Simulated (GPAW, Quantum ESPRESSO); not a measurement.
The P K edge of atom 1 in P (Cmce), with 2 P at 2.22 Å and 1 P at 2.24 Å (distorted pyramidal, site symmetry m), was computed in 2 ways: excited-electron core hole (neutral cell) and no core hole. Program and functional: Quantum ESPRESSO XSpectra, LDA, Lorentzian half width 0.3 eV up to 4 eV, rising linearly to 2.5 eV at 25 eV; cells of 4 and 8 atoms (the run without a hole in the smaller).

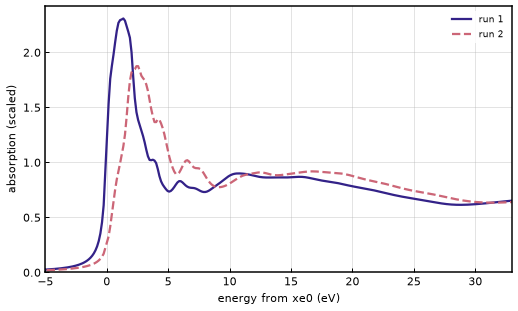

Each run is counted from its own lowest empty level or Fermi level and scaled to a mean of 1 over its first 20 eV.

Which run is which?

Run 1: excited-electron core hole (neutral cell) (area from −2 to 6 eV 8.9, main maxima 1.3 eV (2.31), 5.9 eV (0.83) and 10.7 eV (0.90)). Run 2: no core hole (area from −2 to 6 eV 7.8, main maxima 2.5 eV (1.87), 6.6 eV (1.02) and 16.7 eV (0.92)). With each curve scaled to its own mean, the area from −2 to 6 eV with the hole is 8.9 against 7.8, and the centre of weight from −1 to 20 eV moves by -0.8 eV (first and strongest maxima below 20 eV: 2.5 eV (1.87), 6.6 eV (1.02) and 16.7 eV (0.92) without the hole, 1.3 eV (2.31), 5.9 eV (0.83) and 10.7 eV (0.90) with it); the shape changes all the same, by 38 % r.m.s.

[Hosts, paths, dates, database ids (printed as entryN), source tags and the programs' standing remarks are cut or masked in the printed files.]

[Lists of maxima count a maximum above −3 eV only where it reaches 4 % of the highest in the window and stands out from its surroundings by 2 % of it (1.5 % where it reaches 55 %); shoulders and weaker maxima are passed over, and of the rest the first, up to two pre-edge ones and the few strongest are named.]
